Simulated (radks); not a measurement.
# Nd inside a hard spherical wall

Aim: energy, levels and pressure of Nd as a wall, at which all orbitals vanish, closes in. The configuration stays [Xe] 4f4 6s2.

Method: scalar-relativistic Kohn-Sham, LDA (Slater exchange, VWN5 correlation), spin-unpolarised, spherical densities, finite nucleus. Code: radks (a radial shooting solver on a logarithmic mesh, Libxc functionals) version 1.

## 1. The system

```
element            : neodymium (Z = 60)
charge             : 0
electrons          : 60
configuration      : [Xe] 4f4 6s2
nuclear rms radius : 4.9123 fm
```

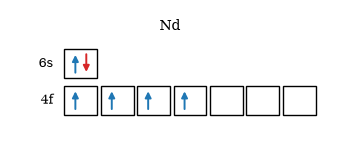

Occupation of the outer shells (arrows by Hund's rule).

In the logs a row gives level, spin channel, occupation and eigenvalue; Etot, Ekin, Encl (electron-nucleus), Eh (Hartree) and Exc are energies, all in hartree; err is the last residual, it the number of iterations.

## 2. The free atom

The run's settings:

```text
Z 60
configuration [Xe] 4f4 6s2 5d0 6p0 7s0
relativity scalar-relativistic
functional lda,vwn5
spin unpolarised
nucleus finite rms 4.9123 fm
c 137.035999084
```

The run is started by

```bash
$ python run_ks.py task.json out
```

The same process makes all the runs of this session.

Output:

```text
1s      1   2.0000       -1593.24850277
2s      1   2.0000        -257.74404211
2p      1   6.0000        -230.54131543
3s      1   2.0000         -55.89927676
3p      1   6.0000         -47.31692780
3d      1  10.0000         -35.37316394
4s      1   2.0000         -11.09917095
4p      1   6.0000          -8.28564308
4d      1  10.0000          -4.28386057
4f      1   4.0000          -0.07150960
5s      1   2.0000          -1.49117081
5p      1   6.0000          -0.81470723
6s      1   2.0000          -0.13350828
5d      1   0.0000          -0.07559461
6p      1   0.0000          -0.04690349
7s      1   0.0000          -0.00324287
Etot -9616.601139899663
Ekin 10231.42926390019
Encl -23361.877119974655
Eh 3729.07874925087
Exc -215.23203307606897
err 5.106779404012474e-09
it 14
```

Highest occupied level: 4f at -1.946 eV.

Sizes of the orbitals, from the radial functions (bohr):

```
level  occupation  energy (eV)     <r>  outermost maximum (interpolated)  90 % within  nodes
   4d          10      -116.57  0.7075                             0.618         1.06      1
   5s           2      -40.577   1.471                              1.32         2.12      4
   5p           6      -22.169   1.731                              1.50         2.55      3
   6s           2       -3.633   4.376                              3.72         6.46      5
   5d           0       -2.057   3.282                              2.26         5.42      2
   4f           4       -1.946   1.127                             0.663         2.01      0
   6p           0       -1.276   6.041                              5.05         9.03      4
   7s           0       -0.088   14.84                              11.1         23.7      6
```

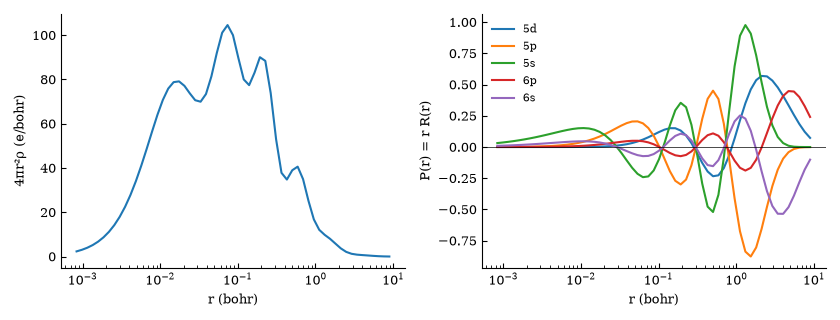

Radial density (left) and radial functions of outer levels (right).

## 3. Wall at 20 bohr

Settings, as their differences from step 2:

```diff
@@ -6,2 +6,3 @@
 nucleus finite rms 4.9123 fm
+wall 20 bohr
 c 137.035999084
```

Output:

```text
1s      1   2.0000       -1593.24850133
2s      1   2.0000        -257.74404066
2p      1   6.0000        -230.54131398
3s      1   2.0000         -55.89927531
3p      1   6.0000         -47.31692635
3d      1  10.0000         -35.37316249
4s      1   2.0000         -11.09916950
4p      1   6.0000          -8.28564163
4d      1  10.0000          -4.28385913
4f      1   4.0000          -0.07150818
5s      1   2.0000          -1.49116940
5p      1   6.0000          -0.81470584
6s      1   2.0000          -0.13350727
5d      1   0.0000          -0.07559320
6p      1   0.0000          -0.04687871
7s      1   0.0000           0.00143752
Etot -9616.601139734154
Ekin 10231.429267153511
Encl -23361.8772073435
Eh 3729.0788349956583
Exc -215.2320345398247
err 5.105153380939576e-09
it 14
```

Energy against step 2 (the free atom): +0.000 eV. Highest occupied level: 4f at -1.946 eV.

## 4. Wall at 15 bohr

Settings, as their differences from step 3:

```diff
@@ -6,3 +6,3 @@
 nucleus finite rms 4.9123 fm
-wall 20 bohr
+wall 15 bohr
 c 137.035999084
```

Output:

```text
1s      1   2.0000       -1593.24836817
2s      1   2.0000        -257.74390829
2p      1   6.0000        -230.54118153
3s      1   2.0000         -55.89914383
3p      1   6.0000         -47.31679486
3d      1  10.0000         -35.37303091
4s      1   2.0000         -11.09903782
4p      1   6.0000          -8.28550985
4d      1  10.0000          -4.28372722
4f      1   4.0000          -0.07137728
5s      1   2.0000          -1.49103729
5p      1   6.0000          -0.81457534
6s      1   2.0000          -0.13340911
5d      1   0.0000          -0.07547109
6p      1   0.0000          -0.04629081
7s      1   0.0000           0.01480047
Etot -9616.601112567418
Ekin 10231.42964986369
Encl -23361.8852751782
Eh 3729.086682137159
Exc -215.23216939006818
err 5.257400685868678e-09
it 14
```

E − E(step 2, the free atom) = +0.001 eV. 4f is the highest filled level (-1.942 eV).

## 5. Wall at 6 bohr

Settings, as their differences from step 4:

```diff
@@ -6,3 +6,3 @@
 nucleus finite rms 4.9123 fm
-wall 15 bohr
+wall 6 bohr
 c 137.035999084
```

Output:

```text
1s      1   2.0000       -1593.14828959
2s      1   2.0000        -257.64506819
2p      1   6.0000        -230.44223799
3s      1   2.0000         -55.80155335
3p      1   6.0000         -47.21918528
3d      1  10.0000         -35.27530202
4s      1   2.0000         -11.00181669
4p      1   6.0000          -8.18828094
4d      1  10.0000          -4.18655207
4f      1   4.0000           0.02361471
5s      1   2.0000          -1.39706717
5p      1   6.0000          -0.72406162
6s      1   2.0000          -0.01473739
5d      1   0.0000           0.01735877
6p      1   0.0000           0.15088311
7s      1   0.0000           0.69001175
Etot -9616.460318833762
Ekin 10232.092886651493
Encl -23368.03608066484
Eh 3734.828093199471
Exc -215.3452180198872
err 1.1009576230098625e-08
it 14
```

E − E(step 2, the free atom) = +3.832 eV. The top filled level is 4f, 0.643 eV.

## 6. Wall at 4 bohr

Settings, as their differences from step 5:

```diff
@@ -6,3 +6,3 @@
 nucleus finite rms 4.9123 fm
-wall 6 bohr
+wall 4 bohr
 c 137.035999084
```

Output:

```text
1s      1   2.0000       -1592.85877195
2s      1   2.0000        -257.36228981
2p      1   6.0000        -230.15890199
3s      1   2.0000         -55.52400909
3p      1   6.0000         -46.94157435
3d      1  10.0000         -34.99723926
4s      1   2.0000         -10.73220664
4p      1   6.0000          -7.91974567
4d      1  10.0000          -3.92050046
4f      1   4.0000           0.27518059
5s      1   2.0000          -1.17466844
5p      1   6.0000          -0.51151688
6s      1   2.0000           0.52392944
5d      1   0.0000           0.30437320
6p      1   0.0000           0.88679884
7s      1   0.0000           2.50199762
Etot -9615.485166727469
Ekin 10235.82440184237
Encl -23386.010591977654
Eh 3750.43643950651
Exc -215.73541609869477
err 7.792840630831484e-09
it 13
```

Energy against step 2 (the free atom): +30.367 eV. 6s is the highest filled level (14.257 eV).

## 7. Wall at 3 bohr

Settings, as their differences from step 6:

```diff
@@ -6,3 +6,3 @@
 nucleus finite rms 4.9123 fm
-wall 4 bohr
+wall 3 bohr
 c 137.035999084
```

Output:

```text
1s      1   2.0000       -1592.21687090
2s      1   2.0000        -256.74696854
2p      1   6.0000        -229.54099895
3s      1   2.0000         -54.92840051
3p      1   6.0000         -46.34567539
3d      1  10.0000         -34.39975699
4s      1   2.0000         -10.17382452
4p      1   6.0000          -7.36636029
4d      1  10.0000          -3.37818741
4f      1   4.0000           0.78298128
5s      1   2.0000          -0.75486240
5p      1   6.0000          -0.06175906
6s      1   2.0000           1.88347666
5d      1   0.0000           0.93724549
6p      1   0.0000           2.51636540
7s      1   0.0000           5.92559697
Etot -9612.216894713194
Ekin 10247.776018877375
Encl -23425.928173673678
Eh 3782.566751914226
Exc -216.63149183111898
err 1.8216923049751457e-09
it 13
```

E − E(step 2, the free atom) = +119.301 eV. Highest occupied level: 6s at 51.252 eV.

## 8. Wall at 2 bohr

Settings, as their differences from step 7:

```diff
@@ -6,3 +6,3 @@
 nucleus finite rms 4.9123 fm
-wall 3 bohr
+wall 2 bohr
 c 137.035999084
```

Output:

```text
1s      1   2.0000       -1589.70345642
2s      1   2.0000        -254.39336430
2p      1   6.0000        -227.17109539
3s      1   2.0000         -52.70104704
3p      1   6.0000         -44.11672936
3d      1  10.0000         -32.15960385
4s      1   2.0000          -8.25794917
4p      1   6.0000          -5.49116481
4d      1  10.0000          -1.57322023
4f      1   4.0000           2.60302159
5s      1   2.0000           1.15643496
5p      1   6.0000           2.17355877
6s      1   2.0000           8.21542199
5d      1   0.0000           3.86396232
6p      1   0.0000           9.43132888
7s      1   0.0000          18.87748488
Etot -9590.342221886769
Ekin 10316.716681821312
Encl -23583.204919453892
Eh 3896.340059046045
Exc -220.19404330023264
err 1.4417707152004582e-09
it 13
```

E − E(step 2, the free atom) = +714.542 eV. The top filled level is 6s, 223.55 eV.

## 9. Wall at 1.5 bohr

Settings, as their differences from step 8:

```diff
@@ -6,3 +6,3 @@
 nucleus finite rms 4.9123 fm
-wall 2 bohr
+wall 1.5 bohr
 c 137.035999084
```

Output:

```text
1s      1   2.0000       -1585.19688128
2s      1   2.0000        -250.26668917
2p      1   6.0000        -222.99989350
3s      1   2.0000         -49.01005399
3p      1   6.0000         -40.42100831
3d      1  10.0000         -28.41662791
4s      1   2.0000          -5.53951128
4p      1   6.0000          -2.83987435
4d      1  10.0000           1.07304664
4f      1   4.0000           5.54607095
5s      1   2.0000           5.78193244
5p      1   6.0000           7.41018494
6s      1   2.0000          20.62852802
5d      1   0.0000           9.92095590
6p      1   0.0000          22.35436020
7s      1   0.0000          41.38347453
Etot -9532.112521125515
Ekin 10485.975981478765
Encl -23866.170040408997
Eh 4074.4992908636445
Exc -226.41775305892776
err 1.6703314874521638e-09
it 13
```

E − E(step 2, the free atom) = +2299.1 eV. Highest occupied level: 6s at 561.33 eV.

## 10. Results

```
R (bohr)  E − E(free) (eV)  ε(5d, empty) (eV)  ε(4f) (eV)  ε(6p, empty) (eV)  ε(7s, empty) (eV)  pressure (GPa)
    free             0.000             -2.057      -1.946             -1.276             -0.088               0
      20             0.000             -2.057      -1.946             -1.276              0.039        < 0.0001
      15             0.001             -2.054      -1.942             -1.260              0.403        0.000286
       6             3.832              0.472       0.643              4.106             18.776            8.53
       4            30.367              8.282       7.488             24.131             68.083             198
       3            119.30             25.504      21.306             68.474             161.24            1766
       2            714.54             105.14      70.832             256.64             513.68           32131
     1.5            2299.1             269.96      150.92             608.29             1126.1          231857
```

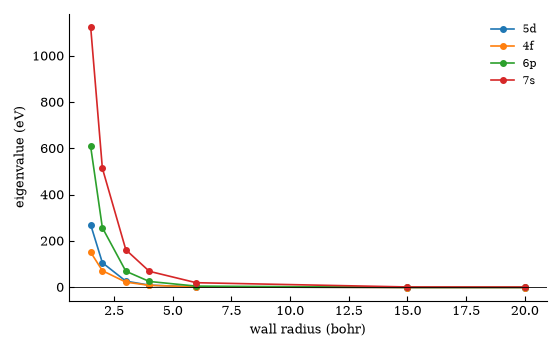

Outer levels against the radius of the wall.

At the tightest wall, 1.5 bohr, the energy stands 2299.1 eV above the free atom and the pressure, −dE/dV, is 231857 GPa. Of the levels in the table that exist at both ends, 7s (empty) rises most from the free atom (1126.2 eV). From R = 6 bohr inwards the highest occupied level lies above zero, pushed up by confinement. Shells are not refilled when levels cross, and a hard wall is a model, not a crystal.
